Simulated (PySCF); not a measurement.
```xyz
10

C    -1.4241   -0.1148    0.0493
N    -0.1366    0.4817   -0.1776
O    -0.1102    1.6656   -0.6766
Si    1.4654   -0.1903    0.0736
H    -2.0638    0.5861    0.5895
H    -1.2976   -1.0298    0.6211
H    -1.9068   -0.3390   -0.9057
H     2.1619    0.7148    0.9816
H     1.2040   -1.5085    0.6532
H     2.1166   -0.2612   -1.2308
```

Geometry: GFN2-xTB.

Method: UKS B3LYP, pcH-1 on C H N O Si, non-relativistic, mean-field spin-orbit, GIAO (PySCF).

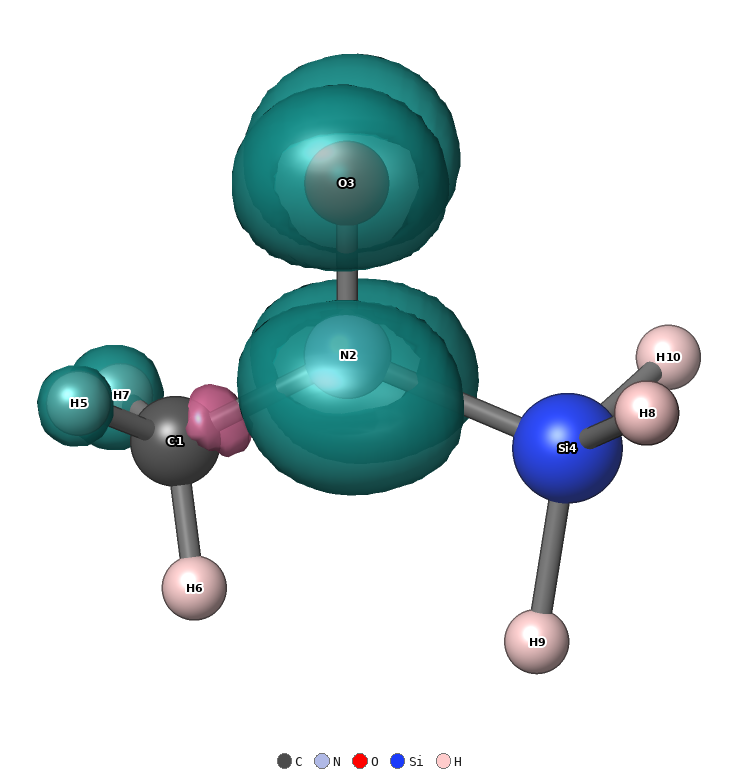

CH6NOSi (doublet). Isosurfaces of the spin density (α minus β) at +0.02 (teal) and −0.02 e/Å³ (pink), seen at a tilt.

### Which atoms carry the spin?

The unpaired spin (1 electron) lies mostly on O3 (about 0.5) and N2 (about 0.3), in electrons by Hirshfeld's partition.
